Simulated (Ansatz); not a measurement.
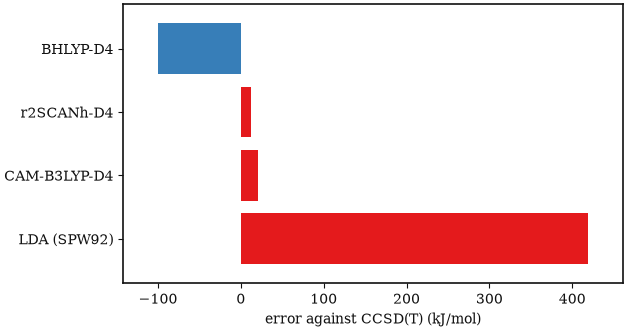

Error in the electronic atomisation energy (method less reference, so positive means overbinding) of ZnBNH₂ClF, SMILES [NH2][Zn][B](F)Cl, singlet: functionals in def2-TZVPP against frozen-core CCSD(T) at the limit (MP2 extrapolated from triple and quadruple zeta, plus CCSD(T) less MP2 in a smaller set), which gives 2250.7 kJ/mol, at a PBE0-D4/def2-TZVP geometry (a minimum by its frequencies), no zero-point or spin-orbit term, the Ansatz code 0.2.0. The reference leaves out core correlation, a term that grows with the number of heavy atoms. Choice of cores on heavy atoms: Zn/Cu 3s3p.

### What range do the values span?

From −100.4 kJ/mol (BHLYP-D4) to 419.4 kJ/mol (LDA (SPW92)).

### Which of these levels overbind, and which underbind?

Overbind: LDA (SPW92). Underbind: BHLYP-D4. Within 25 kJ/mol of zero, too close to call in view of what the reference leaves out: r2SCANh-D4 and CAM-B3LYP-D4.

Caveats, for all or some of the runs: no scalar relativity up to krypton; one conformer of a flexible molecule.
